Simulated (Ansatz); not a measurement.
**C₆H₁₅BN₂: density, localisation and related maps**

Input

```
crystal:
  periodic: [false, false, false]
  atoms:
    - {symbol: C, position_ang: [0.499311, -0.049429, -2.490779]}
    - {symbol: C, position_ang: [0.182715, -0.010875, -1.040654]}
    - {symbol: N, position_ang: [-0.120842, -1.019527, -0.244699]}
    - {symbol: C, position_ang: [0.116756, -2.411552, -0.443993]}
    - {symbol: B, position_ang: [-0.210682, 0.015055, 0.981211]}
    - {symbol: C, position_ang: [-1.689295, 0.228630, 1.551453]}
    - {symbol: C, position_ang: [0.964233, -0.174742, 2.050220]}
    - {symbol: N, position_ang: [0.158668, 1.020034, -0.217963]}
    - {symbol: C, position_ang: [0.050830, 2.413393, -0.498372]}
    - {symbol: H, position_ang: [0.452799, 0.946040, -2.930328]}
    - {symbol: H, position_ang: [-0.200258, -0.699765, -3.018434]}
    - {symbol: H, position_ang: [1.507406, -0.443284, -2.645477]}
    - {symbol: H, position_ang: [0.172315, -2.656430, -1.508604]}
    - {symbol: H, position_ang: [-0.695061, -2.998288, -0.007411]}
    - {symbol: H, position_ang: [1.052607, -2.737115, 0.027658]}
    - {symbol: H, position_ang: [-2.439937, 0.332064, 0.760488]}
    - {symbol: H, position_ang: [-1.745627, 1.124997, 2.179589]}
    - {symbol: H, position_ang: [-1.996225, -0.611143, 2.184075]}
    - {symbol: H, position_ang: [0.788411, -1.056722, 2.676590]}
    - {symbol: H, position_ang: [1.025100, 0.680664, 2.731510]}
    - {symbol: H, position_ang: [1.949259, -0.291961, 1.585475]}
    - {symbol: H, position_ang: [0.720860, 2.983218, 0.150900]}
    - {symbol: H, position_ang: [-0.968728, 2.778301, -0.325499]}
    - {symbol: H, position_ang: [0.320084, 2.637939, -1.533755]}
basis:
  gaussian: {orbitals: def2-TZVPP}
hamiltonian: {xc: pbe0, dispersion: d4}
output: {orbitals: {seedname: orbitals}}
```

Command:

```sh
ansatz run in.yaml --threads 4 --pin off --events-out ev --progress --plain --max-ram 66560MiB --backend cuda --devices 0, --max-vram 37GiB
```

Geometry: PBE0-D4/def2-TZVP.

These are results of RKS PBE0-D4/def2-TZVPP (Ansatz 0.2.0), not measurements.

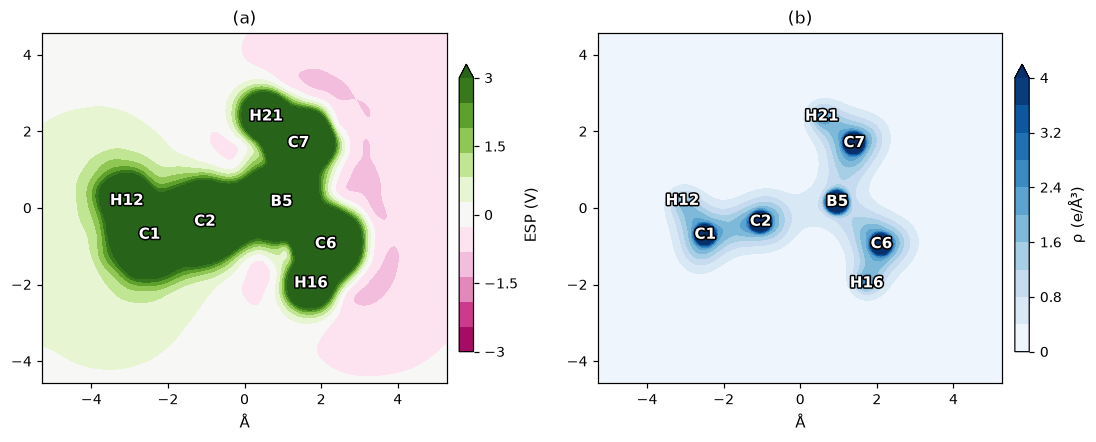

Figure 1. (a) molecular electrostatic potential; (b) total electron density on the plane of atoms B5, C6 and H16.

Q: Interpret the plot.

A: The plane passes through C, B and H nuclei.
C–C (1.48 Å): ρ is about 1.8 e/Å³ halfway.
C–B (1.60 Å): ρ at the midpoint is about 1.4 e/Å³.
C–H (1.09 Å): the density is about 2 e/Å³ at the midpoint.
Outside the dense part of the molecule the potential is most negative (−0.9 V) near C7.

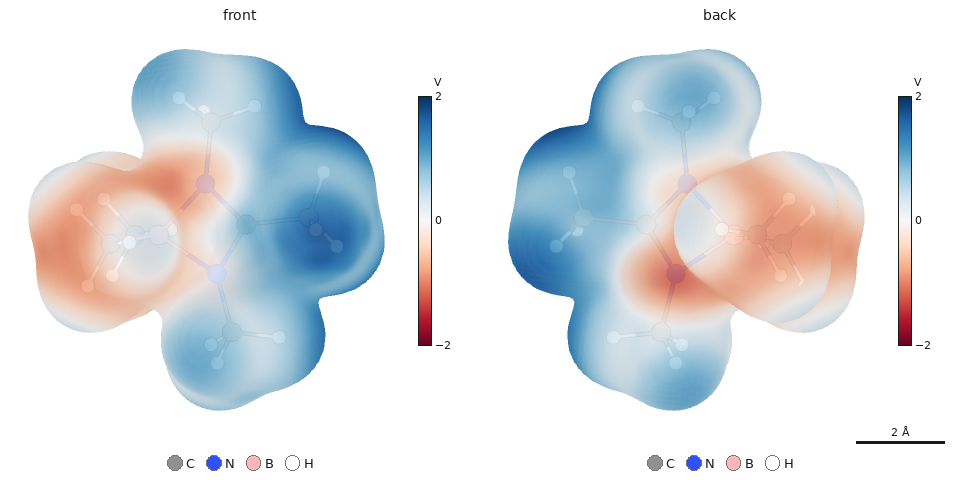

Figure 2. The molecular electrostatic potential painted on the density surface at 0.004 e/bohr³, seen from the front and from behind; the colour scale runs from red (negative) to blue (positive).

Q: Describe the electrostatic potential map.

A: The most negative region (about −1.1 V) lies over N3, C6 and N8, the most positive (about +1.7 V) over H10, H11 and H12.

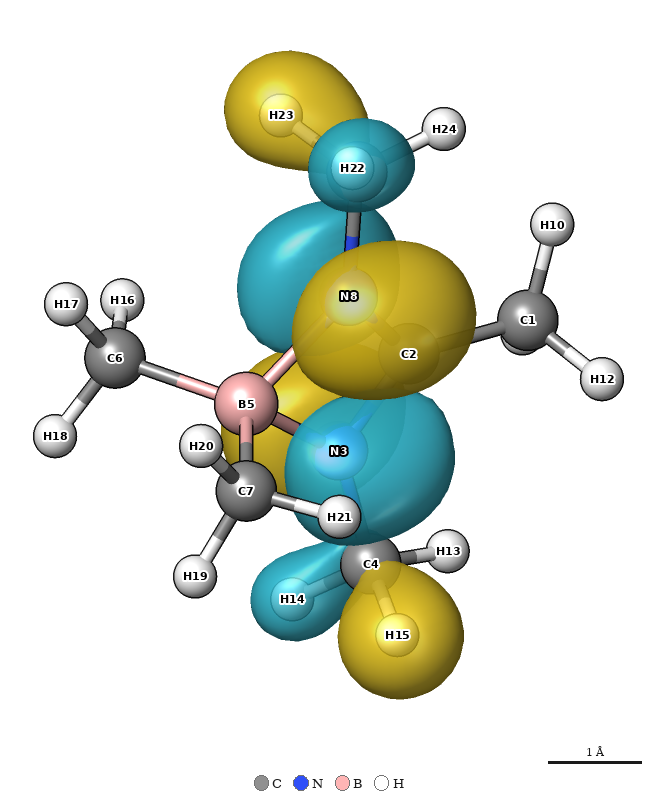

Figure 3. The HOMO at ±0.1 Å⁻³ᐟ² (yellow and cyan are the two phases), seen at a tilt.

Q: What is the character of this orbital?

A: Its weight (Hirshfeld) is mainly on N3 (about 35 %), N8 (about 30 %) and C2 (about 5 %). Its energy is −6.19 eV.

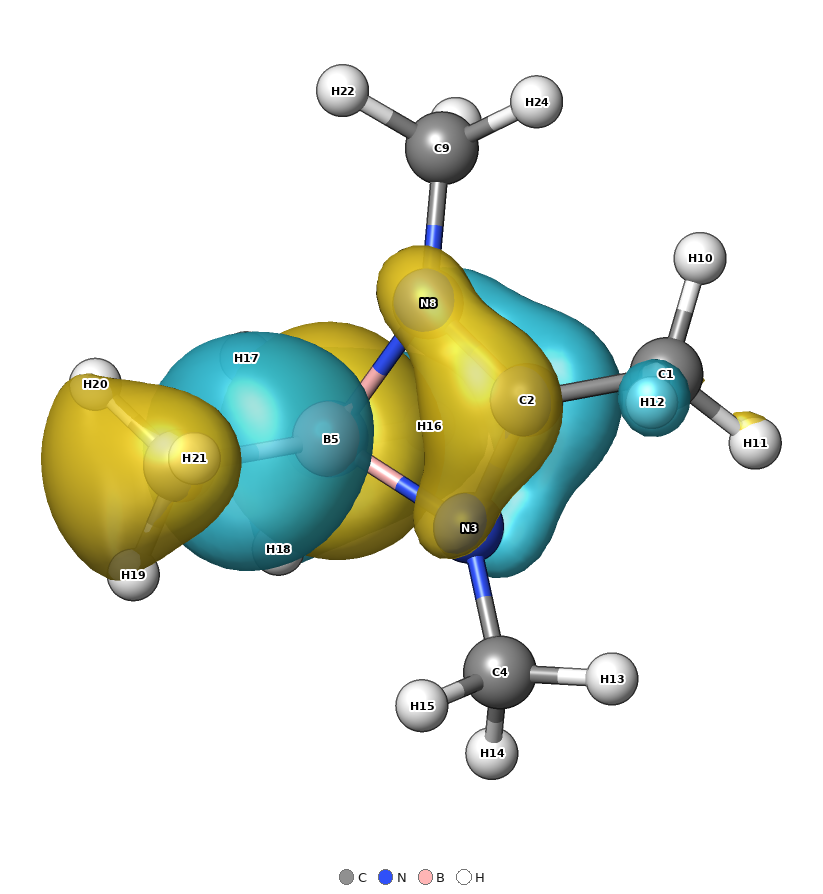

Figure 4. The HOMO−1 at ±0.1 Å⁻³ᐟ² (yellow and cyan are the two phases), seen at a tilt.

Q: What is the character of this orbital?

A: By Hirshfeld shares it lies mainly on C6 (about 25 %), C7 (about 20 %), B5 (about 20 %) and C2 (about 10 %). Its energy is −7.31 eV.
